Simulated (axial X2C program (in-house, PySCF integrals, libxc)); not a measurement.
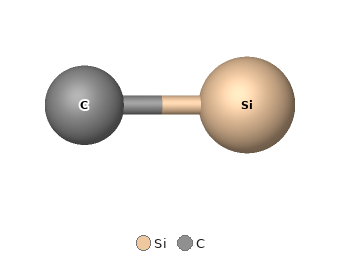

Figure 1. The molecule at the reference distance of 1.721 Å.

# SiC⁺: relativistic diatomic calculation

System: SiC⁺. The reference is closed-shell SiC; the roots are the vertical energies to take an electron from it, which leaves states of SiC⁺. The distance is the PBE0 minimum at charge 0.
Method: EOM-IP-CCSD, two-component X2C with atomic mean-field Coulomb and Gaunt terms, Si dyall-v3z, C dyall-v3z (cores contracted) (axial X2C program (in-house, PySCF integrals, libxc)).

### The program's output
```
two-component X2C + atomic mean field  HF
basis functions 88  fitting functions 555  grid points 4355
iter        total energy     max residual
   1       -326.732292670     1.15e+00
   2       -327.166923022     4.06e-02
   3       -327.169319145     2.28e-03
   4       -327.169430067     1.82e-03
   5       -327.169450591     3.08e-04
   6       -327.169452530     1.19e-04
   7       -327.169452801     3.08e-05
   8       -327.169452842     1.16e-05
   9       -327.169452852     1.99e-06
  10       -327.169452853     4.73e-07
converged
one-electron -503.31358273  Coulomb 175.81146100  exact exchange -25.45745049  xc functional 0.00000000  nuclear repulsion 25.82852163  atomic mean-field constant -0.03840226
correlated 8  virtual 144  natural virtual 94  E(MP2) -0.200378930  MP2 remainder -0.002787769
iter   CCSD correlation   residual
   1     -0.218821420   1.50e-01
   2     -0.231599071   8.05e-02
   3     -0.233619609   4.13e-02
   4     -0.234602697   2.73e-02
   5     -0.235097215   1.60e-02
   6     -0.235128455   7.66e-03
   7     -0.235209338   3.02e-03
   8     -0.235214567   1.26e-03
   9     -0.235202935   7.06e-04
  10     -0.235206514   4.02e-04
  11     -0.235205542   2.10e-04
  12     -0.235208519   1.11e-04
  13     -0.235208481   7.19e-05
  14     -0.235209005   4.21e-05
  15     -0.235208899   2.28e-05
  16     -0.235208915   1.48e-05
(T) -0.014150552837281673  T1 0.0226  D1 0.0317  max T2 0.190
EOM-IP-CCSD roots
2*Omega      energy/Eh   energy/eV  one-particle weight
    1       0.33366981      9.0796      0.890
    1       0.37172531     10.1152      0.941
    1       0.44420219     12.0874      0.084
    1       0.47118949     12.8217      0.740
    3       0.40152522     10.9261      0.000
    3       0.45845956     12.4753      0.000
    3       0.45953003     12.5044      0.000
    5       0.44738521     12.1740      0.000
```

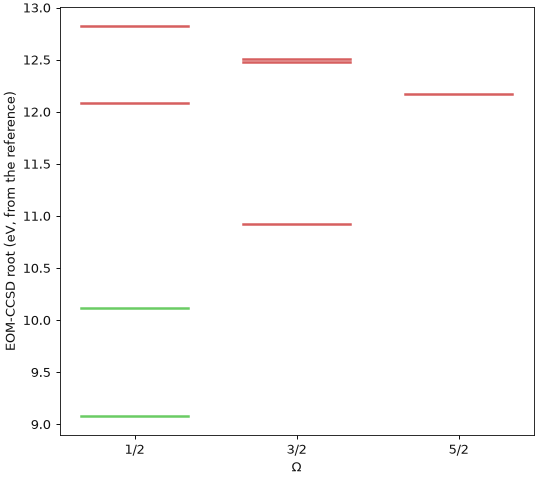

Figure 2. EOM-CCSD roots by Ω at 1.72 Å; roots whose one-particle weight is under 0.8 have the second colour. The lowest has Ω = 1/2 and lies at 9.080 eV, with one-particle weight 0.89. 6 of the 8 roots are less well described at this level.

### Input
```
{"zs": [14, 6], "q": 1, "bas": ["dyall-v3z", "dyall-v3z"], "r0": 1.74, "eom": "ip", "rq": 0, "thr": -2.0, "nmax": 95, "grid": [1, 0.96, 1.045, 0.92, 1.09, 1.15]}
```

The line is the task of a batch: nuclear charges, charge, bases, a first guess of the distance and further settings. This report covers the levels named above. The log is that of the reference distance 1.721 Å.

Launched within a batch (the task file carries these settings):
```bash
python <driver script> task.json out
```

### Results in brief

| quantity | value |
| --- | --- |
| outcome | converged |
| HF energy of the reference SiC | −327.16945 hartree |
| MP2 energy of the reference SiC | −327.36983 hartree |
| CCSD energy of the reference SiC (with the MP2 share of the virtual spinors left out of the coupled-cluster step) | −327.40745 hartree |
| CCSD(T) energy of the reference SiC | −327.42160 hartree |
| T1 diagnostic (spinor form; for a closed shell √2 times the usual value) | 0.023 |
| hardware | 1 thread of Arm Neoverse V1, 24 GiB of memory available, shared host |
| wall time | 3.7 s |
| peak memory | 0.48 GiB |
